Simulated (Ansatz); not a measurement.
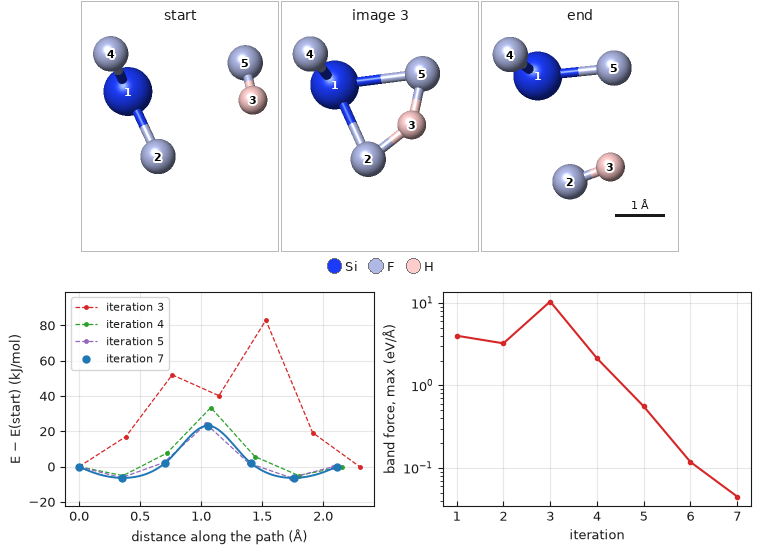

A nudged-elastic-band calculation for SiHF₃, made up of SiF$_{2}$ and HF. Images are numbered from 0 (start) to 6 (end). The plot follows the band through its iterations. The picture is a ball-and-stick view, seen at a tilt.

All numbers below come from RKS PBE0-D4/def2-SVP in Ansatz 0.2.0. Set-up: 5 movable images; climbing image.

Q: How did the profile develop, and is the result final?

A: The run is converged, with reservations. The band converged in 7 iterations. The largest component of the band force went from 4 to 0.045 eV/Å. The climbing image converged on the top of the path. Its curvatures weren't checked. The largest force component is 1.06 eV/Å at the start and 0.86 eV/Å at the end; an end with forces this large is no minimum, and the barrier measured from it can be far off. The settings are unsound (stiff springs), so the numbers of this run aren't to be trusted. The first iteration put the highest image at 294.4 kJ/mol. Relative to the start the highest point is image 3 at +23.2 kJ/mol and the end lies at 0.0 kJ/mol, but the profile dips to −6.4 kJ/mol at image 1 on the way, so an end point isn't at the bottom of its valley along this path.

Limits of the set-up: the start holds two separate molecules, 2.3 Å apart at their closest, whose relative position is a soft coordinate.

Cost: 44 s on 2 threads of Arm Neoverse V2, on a shared host.
